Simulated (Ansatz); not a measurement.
**H₃Si···HF (doublet): density, localisation and related maps**

Input

```
crystal:
  periodic: [false, false, false]
  atoms:
    - { symbol: Si, position_ang: [0.0, 0.0, 0.0] }
    - { symbol: H, position_ang: [0.0, 0.0, 1.71] }
    - { symbol: H, position_ang: [1.3768, 0.0, -0.4862] }
    - { symbol: H, position_ang: [-0.6877, 1.1914, -0.4862] }
    - { symbol: H, position_ang: [-0.6877, -1.1914, -0.4862] }
    - { symbol: F, position_ang: [0.0, 0.0, 2.93] }
magnetization:
  spin_polarized: true
  initial_magnetization: 1
basis:
  gaussian: { orbitals: def2-SVP }
hamiltonian:
  xc: pbe
  dispersion: d4
relax:
  f_tol: 0.15
  max_steps: 25
  restrain:
    - { distance: [1, 5], at: 0.92, k: 30.0 }
    - { distance: [0, 1], at: 2.66, k: 30.0 }
output:
  orbitals: {}
```

Command:

```sh
ansatz run input.yaml --threads 1 --pin off --max-ram 2048MiB --backend cpu --events-out ev --progress --plain --runs-dir out
```

The fields are those of the run's last geometry, not of the input's.

These are results of Ansatz 0.2.0, UKS PBE-D4/def2-SVP, not measurements.

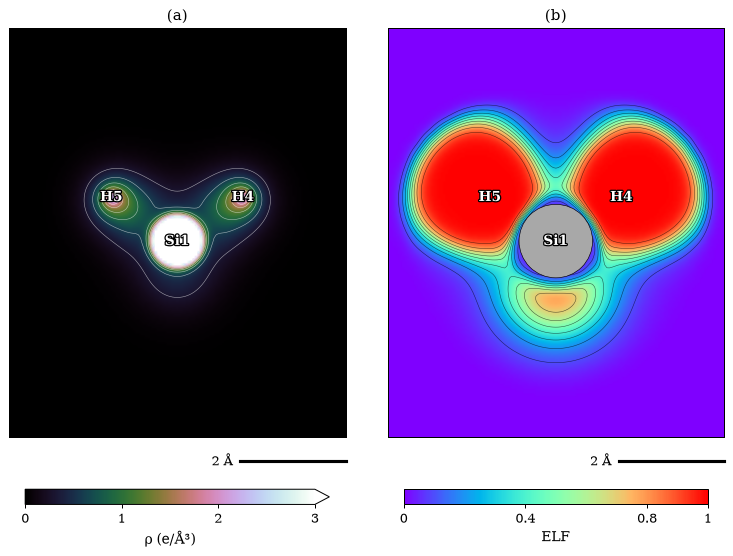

Figure 1. (a) electron density; (b) electron localisation function on the plane of atoms H4, Si1 and H5. Grey discs cover the atomic cores in the ELF map.

Interpret the plot.

Answer.
- The plane passes through Si and H nuclei.
- Si–H (1.50 Å): ρ at the midpoint is about 0.75 e/Å³; the ELF climbs to about 1 towards the hydrogen, as it does in any bond to H.

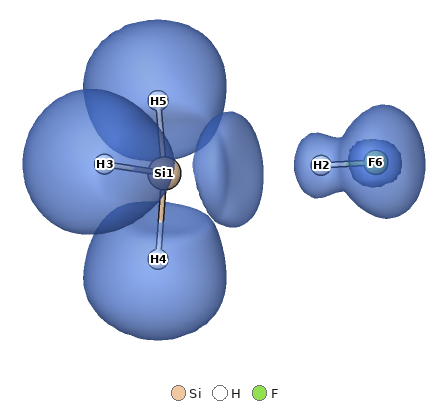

Figure 2. Isosurface of the electron localisation function at 0.75 (blue), seen at a tilt. Core shells and regions of very low density are left out.

Describe the localisation domains.

Answer. At this value the surface marks out three regions around hydrogen nuclei, one lobe on Si, pointing away from the bonds (non-bonding electrons) and one joined region spread over several atoms (F, H), in which their bonds and any lone pairs are merged.


Si1···H2 (2.66 Å): the ELF dips to about 0.15 between them. F–H (0.93 Å): the ELF climbs to about 1 towards the hydrogen (a covalent bond by its length).

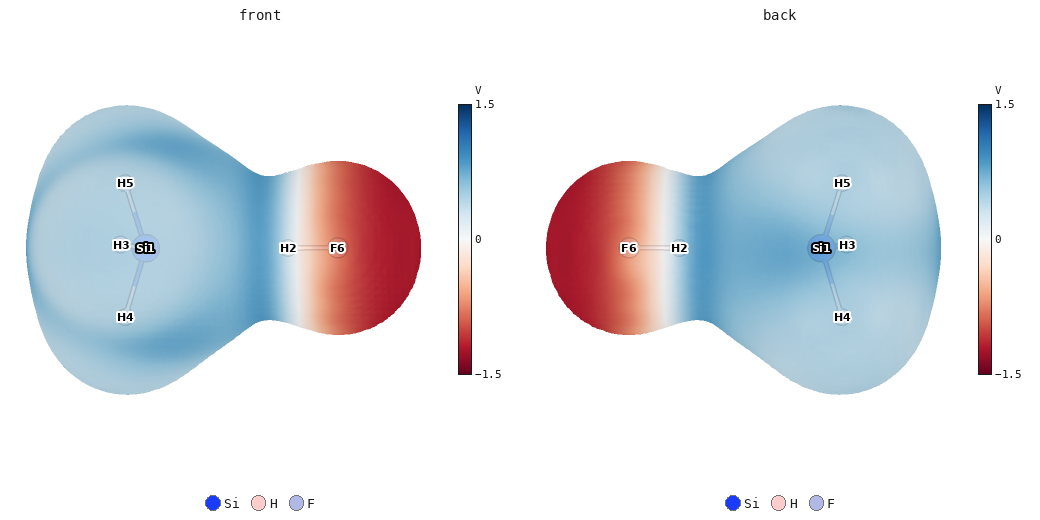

Figure 3. The molecular electrostatic potential painted on the density surface at 0.001 e/bohr³, seen from the front and from behind; the colour scale runs from red (negative) to blue (positive).

Where is the surface potential most negative and most positive?

Answer. The most negative region (about −1.2 V) lies over F6, the most positive (about +0.8 V) over the gap between the two molecules, near Si1 and H2.

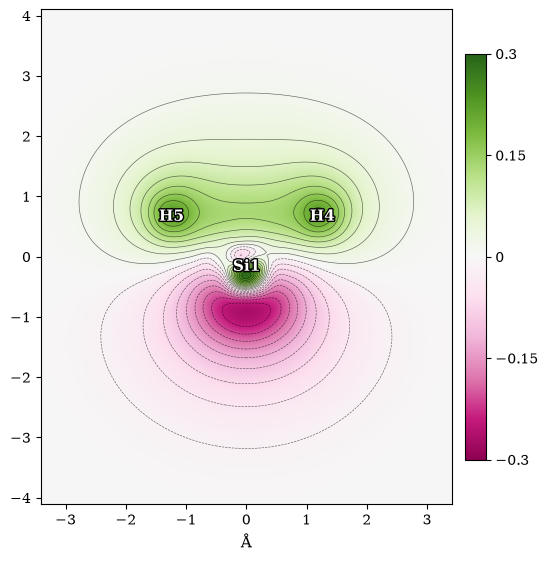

Figure 4. The HOMO (α) on the plane of atoms H4, Si1 and H5 (values in Å⁻³ᐟ²; the overall sign is arbitrary).

Where does this orbital lie, and at what energy?

Answer. It lies mainly on Si1 (about 75 %) and H2 (about 5 %). Its energy is −5.96 eV.
